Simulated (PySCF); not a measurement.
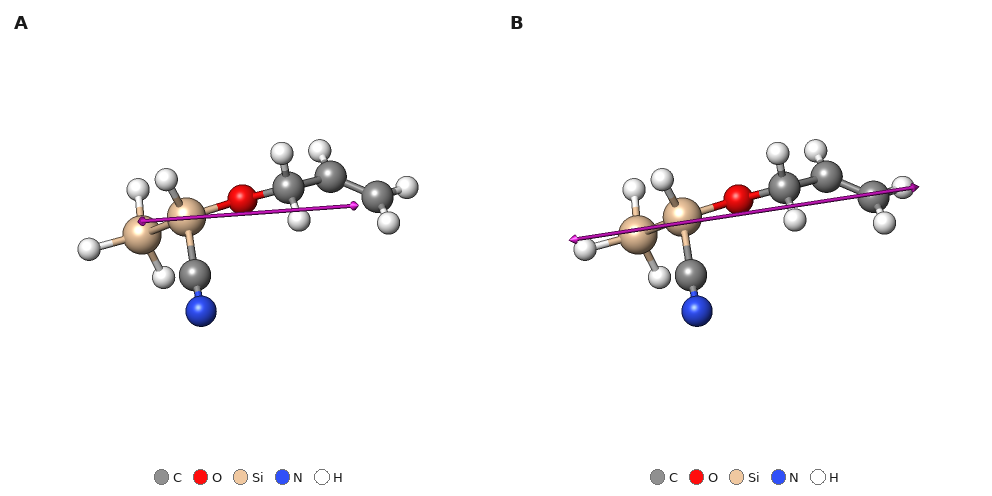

The double arrows show the directions of two transition dipoles from the ground state (lengths mean nothing). The geometry was computed by an optimisation with GFN2-xTB. No frequency run is at hand to confirm it as a minimum. Properties computed with TDDFT B3LYP/def2-SVPD, vertical, gas phase, core orbitals frozen in the response (PySCF 2.14.0).

Question: One belongs to singlet state 1 and one to singlet state 2. Which is which?

Answer: A: state 2, 6.11 eV (203 nm), oscillator strength 0.022, mainly HOMO−1 → LUMO (weight 0.90).
B: state 1, 5.74 eV (216 nm), oscillator strength 0.027, mainly HOMO → LUMO (weight 0.93).

The geometry is semi-empirical. Around Si such bond lengths and angles can be off by a tenth of an ångström or more and by several degrees, and values that hang on the shape move with them.
